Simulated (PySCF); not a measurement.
Consider Tl2 (triplet).

```yaml
atoms:
  - { symbol: Tl, position_ang: [0.0000, 0.0000, -1.5670] }
  - { symbol: Tl, position_ang: [0.0000, 0.0000, 1.5670] }
```

Core potentials replace the inner electrons of Tl.

Computed with PySCF 2.14.0, PBE0/cc-pVTZ(-PP), non-relativistic Hamiltonian with scalar-relativistic core potentials where named, at a bond length of 3.134 Å.

What can the converged electron density, electron localisation function and spin density tell about the bonding?

Answer. Tl–Tl (3.13 Å): the density is about 0.21 e/Å³ at the midpoint; the ELF is about 0.30 at the midpoint.
The unpaired spin (2 electrons) lies mostly on Tl1 (about 1.0) and Tl2 (about 1.0), in electrons by Hirshfeld's partition.

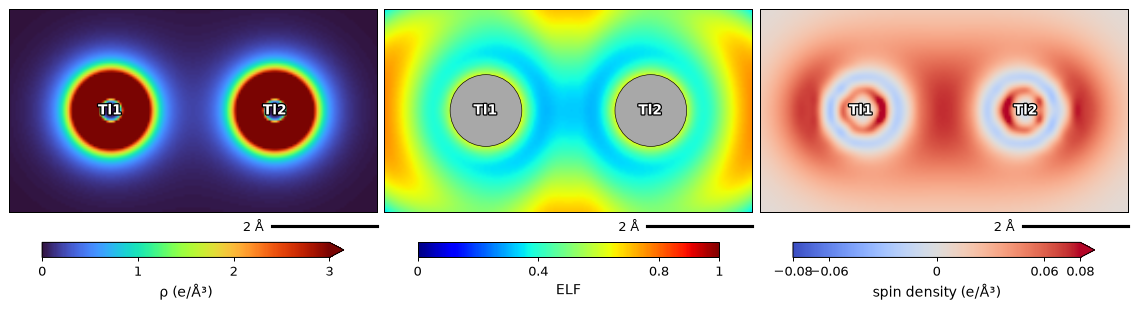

Computed electron density, electron localisation function and spin density on a plane that holds the molecular axis, in this order. Grey discs cover the atomic cores in the ELF map. 
